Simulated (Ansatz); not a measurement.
```xyz
14

C    -1.0236   -1.2248    0.6859
N     0.3729   -0.9261    0.9763
C     1.1546   -0.6426   -0.2419
Al    0.7244    1.1634   -0.9353
N    -0.1378    2.2425    0.1850
H    -1.1691   -2.0357   -0.0543
H    -1.5417   -1.5080    1.6088
H    -1.5153   -0.3258    0.2926
H     0.7763   -1.7306    1.4559
H     2.2193   -0.6218    0.0366
H     1.0667   -1.4386   -1.0091
H     1.1143    1.7102   -2.3777
H    -0.3643    1.9484    1.1281
H    -0.4055    3.2055    0.0290
```

Level of theory: RKS B3LYP-D4/6-31G* in Ansatz 0.2.0.

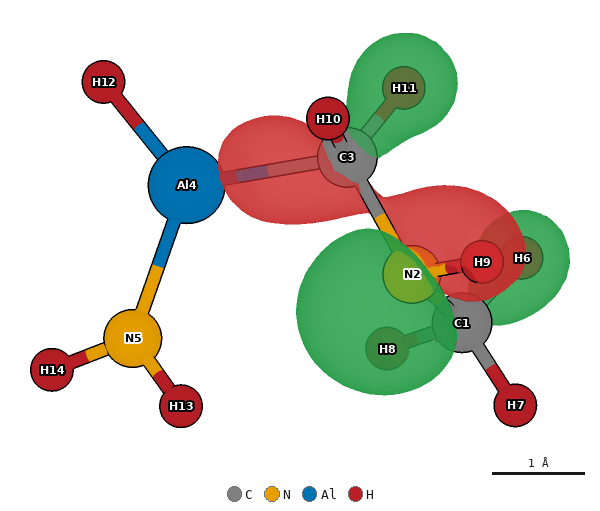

C2H9AlN2. The HOMO at ±0.15 Å⁻³ᐟ² (green and red are the two phases), seen at an oblique angle.

> What is the character of this orbital?

It lies mainly on N2 (about 55 %), C3 (about 15 %), C1 (about 5 %) and H11 (about 5 %). Its energy is −5.66 eV.
